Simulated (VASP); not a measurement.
Band structure of AlIn3Sb4 (ordered alloy cell). All values below come from PBEsol GGA, VASP's PBE PAW potentials (set 64) (plane waves; VASP).

Unless said otherwise, spin-orbit coupling is left out, though it shifts the bands of the heavy elements here.

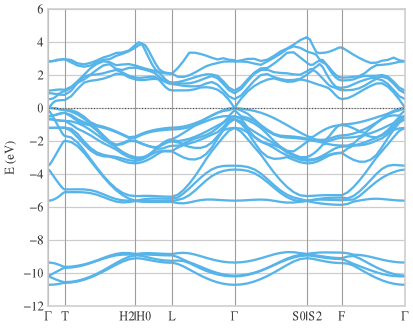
Fig. 1. Bands along high-symmetry lines, zero at the valence-band maximum or, without a gap, the Fermi level

Task: Read the plot: is there a gap, and where are the band edges?

Result: It has no gap at this level: it comes out as a metal or semimetal. (Edges off the drawn lines would not show.)

The structure was generated: AlIn3Sb4 was put into an ordered model structure (R3m), which need not be its known phase. It was relaxed first.
